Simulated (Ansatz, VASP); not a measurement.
# SiC (SiC(110)): VASP beside Ansatz, part 3 of 3

One calculation is typed for both programs; each brings its own data sets and cutoff. How far apart do they land?  The structure shown is the end of the VASP relaxation below.

VASP 6.6.1 and Ansatz 0.2.0.

So far: Set-up; VASP: relaxation, PBE; Ansatz: single point, PBE; Side by side; VASP: band structure, PBE.

### 6. Ansatz: band structure, PBE

Level of this step: Ansatz beside VASP: Kohn-Sham DFT, plane waves, PBE (Ansatz).

The same cell, functional, mesh and smearing now go to Ansatz, which takes its cutoff from its data sets.

input.yaml reads:

```yaml
crystal:
  lattice:
    - [3.0967378384, 0.0, 0.0]
    - [0.0, 4.3794486502, 0.0]
    - [0.0, 0.0, 28.3869513537]
  atoms:
    - { symbol: Si, position: [0.0, 0.0451324175, 0.2904894284] }
    - { symbol: Si, position: [0.5, 0.4952336601, 0.3342121598] }
    - { symbol: Si, position: [0.0, 0.9977402658, 0.3911745637] }
    - { symbol: Si, position: [0.5, 0.4946209942, 0.445274095] }
    - { symbol: Si, position: [0.0, 0.9958317332, 0.5] }
    - { symbol: Si, position: [0.5, 0.4946209942, 0.554725905] }
    - { symbol: Si, position: [0.0, 0.9977402658, 0.6088254363] }
    - { symbol: Si, position: [0.5, 0.4952336601, 0.6657878402] }
    - { symbol: Si, position: [0.0, 0.0451324175, 0.7095105716] }
    - { symbol: C, position: [0.0, 0.7393563968, 0.3356180361] }
    - { symbol: C, position: [0.5, 0.2393671224, 0.2818231396] }
    - { symbol: C, position: [0.0, 0.7447574194, 0.445382361] }
    - { symbol: C, position: [0.5, 0.2480891813, 0.3905833483] }
    - { symbol: C, position: [0.0, 0.7447574194, 0.554617639] }
    - { symbol: C, position: [0.5, 0.2455733518, 0.5] }
    - { symbol: C, position: [0.0, 0.7393563968, 0.6643819639] }
    - { symbol: C, position: [0.5, 0.2480891813, 0.6094166517] }
    - { symbol: C, position: [0.5, 0.2393671224, 0.7181768604] }
hamiltonian:
  xc: pbe
  pseudopotentials: { kind: paw }
kpoints:
  mp_grid: { grid: [8, 6, 1] }
  band_path:
    path:
      - [0.0, 0.0, 0.0]
      - [0.07692, 0.0, 0.0]
      - [0.15385, 0.0, 0.0]
      - [0.26923, 0.0, 0.0]
      - [0.34615, 0.0, 0.0]
      - [0.42308, 0.0, 0.0]
      - [0.5, 0.0, 0.0]
      - [0.5, 0.07692, 0.0]
      - [0.5, 0.19231, 0.0]
      - [0.5, 0.26923, 0.0]
      - [0.5, 0.34615, 0.0]
      - [0.5, 0.46154, 0.0]
      - [0.5, 0.5, 0.0]
      - [0.42308, 0.5, 0.0]
      - [0.30769, 0.5, 0.0]
      - [0.23077, 0.5, 0.0]
      - [0.11538, 0.5, 0.0]
      - [0.03846, 0.5, 0.0]
      - [0.0, 0.5, 0.0]
      - [0.0, 0.38462, 0.0]
      - [0.0, 0.30769, 0.0]
      - [0.0, 0.23077, 0.0]
      - [0.0, 0.11538, 0.0]
      - [0.0, 0.03846, 0.0]
      - [0.03846, 0.03846, 0.0]
      - [0.11538, 0.11538, 0.0]
      - [0.19231, 0.19231, 0.0]
      - [0.30769, 0.30769, 0.0]
      - [0.38462, 0.38462, 0.0]
      - [0.5, 0.5, 0.0]
    npoints: 1
scf:
  occupations: { method: gaussian, width: 0.03 }
  n_extra_bands: 15
efield:
  axis: 3
  dipole_correction: true
  ramp_width: 0.04
output:
  forces: true
  eigenvalues: true
```

Started as:

```
$ ansatz run input.yaml --threads 8 --pin off --max-ram 18432MiB --backend cpu --events-out ev --progress --plain --runs-dir out
```

Numbers of over 12 decimals in the logs are rounded to 6 here.

Output:

```text
[...]
Crystal: 18 atoms, lattice volume = 384.984 Å³
Basis set: ecut = 420 eV, 7507 PW (Γ), exchange–correlation on 48×60×384 points (8 copies of the dense FFT grid, shifted against one another)
Bands: 51, of which v1, the nominal top of the filled ones, is band 36 counted from 1 (35 counted from 0)
Symmetry: 2 space group operations
[...]
k-point 0: bands = [... 32 lower, 1.3041, 1.4297, 1.6059, 1.6621, 3.2513, 3.8726, 4.6911, 4.9074, ... 11 higher]
  k-point 1: bands = [... 32 lower, 1.0668, 1.1230, 1.4766, 1.6825, 3.5187, 4.1064, 4.8274, 4.9780, ... 11 higher]
  k-point 2: bands = [... 32 lower, 0.5697, 0.6478, 1.5335, 1.5591, 4.1514, 4.4408, 4.8395, 5.1610, ... 11 higher]
  k-point 19: bands = [... 32 lower, 0.1126, 0.2669, 1.9113, 2.0399, 3.6066, 3.7194, 6.3498, 6.4270, ... 11 higher]
[key lines of the parts left out:]
SCF converged after 8 iterations
Free energy (F): -7979.520137 eV
Fermi energy:    2.160721 eV
Dipole field:    D = 0.000000 V/Å  (p = 0.000001 e·Å, saw-weighted, corrected)
Work function:   Φ+ = 5.3352 eV   Φ− = 5.3352 eV
```

The job ended after 13 s (8 threads of Arm Neoverse V2, shared host; peak memory 1.4 GiB; 97 s of CPU time).

### 7. Differences

Compared:

```
                     quantity  Ansatz   VASP  difference
gap over the path points (eV)   0.242  0.234      +0.008
```

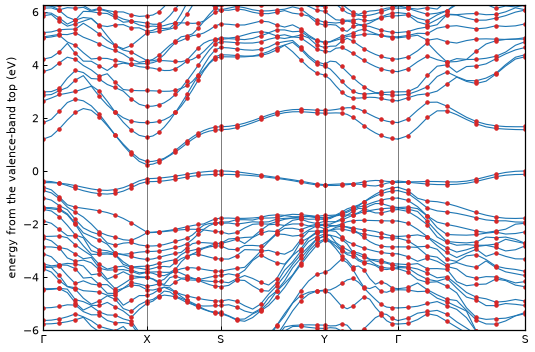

Bands from VASP (lines) and levels from Ansatz (dots). Dots without a line are higher empty bands that the VASP plot leaves out.

Levels at points of the path, from each program's valence-band top (eV; 4 filled, then empty):

| k (reciprocal lattice) | Ansatz | VASP |
| --- | --- | --- |
| 0.000 0.000 0.000 | -0.74 -0.61 -0.43 -0.38 1.21 1.83 2.65 | -0.74 -0.62 -0.44 -0.38 1.20 1.83 2.65 |
| 0.077 0.000 0.000 | -1.04 -0.98 -0.46 -0.46 1.60 2.26 2.89 | -1.05 -0.98 -0.46 -0.46 1.59 2.25 2.88 |
| 0.154 0.000 0.000 | -1.55 -1.36 -0.65 -0.55 2.22 2.71 3.01 | -1.55 -1.36 -0.65 -0.55 2.21 2.71 3.00 |
| 0.269 0.000 0.000 | -2.30 -1.50 -0.86 -0.72 2.05 2.15 2.82 | -2.31 -1.50 -0.86 -0.72 2.04 2.14 2.82 |
| 0.346 0.000 0.000 | -2.50 -1.66 -0.84 -0.70 1.35 1.36 2.22 | -2.50 -1.66 -0.84 -0.70 1.35 1.35 2.21 |
| 0.423 0.000 0.000 | -2.61 -1.95 -0.63 -0.51 0.64 0.71 1.55 | -2.62 -1.95 -0.63 -0.51 0.63 0.70 1.54 |
| 0.500 0.000 0.000 | -2.32 -2.31 -0.40 -0.29 0.24 0.36 1.28 | -2.33 -2.31 -0.40 -0.29 0.23 0.35 1.27 |
| 0.500 0.077 0.000 | -2.30 -2.29 -0.39 -0.27 0.34 0.41 1.46 | -2.31 -2.29 -0.39 -0.27 0.33 0.41 1.45 |
| 0.500 0.192 0.000 | -2.23 -2.19 -0.31 -0.19 0.72 0.79 2.21 | -2.24 -2.20 -0.31 -0.19 0.72 0.78 2.21 |
| 0.500 0.269 0.000 | -2.20 -2.10 -0.23 -0.12 1.05 1.13 2.74 | -2.20 -2.10 -0.23 -0.13 1.04 1.12 2.73 |

At this near-relaxed geometry the largest component of a force difference is 15 meV/Å. Among the levels compared (up to four filled and three empty ones at each point), filled levels agree within 8 meV and empty ones within 13 meV.

### 8. Summary of results

```json
{"difference in gap on the k mesh (single point, PBE)": "0.0074 eV", "r.m.s. force difference (single point, PBE)": "7.4 meV/Å", "difference in gap over the path points (band structure, PBE)": "0.0082 eV", "r.m.s. force difference (band structure, PBE)": "7.1 meV/Å"}
```

In words: The r.m.s. force difference is 7.4 meV/Å (single point, PBE), within the 12 meV/Å picked in this series as the mark of a large difference. How closely two codes agree says nothing of how well the functional describes the real material.

[Lines on the potential files, build, host, timing and source positions are cut from VASP's logs without a mark.]

[Logs are printed without paths, hosts, clocks, repeated set-up lines and the standing remarks that a program may print on its own settings, such as how far it seeks lower states.]

[Hosts, paths, dates, database ids (printed as entryN), source tags and the programs' standing remarks are cut or masked in the printed files.]
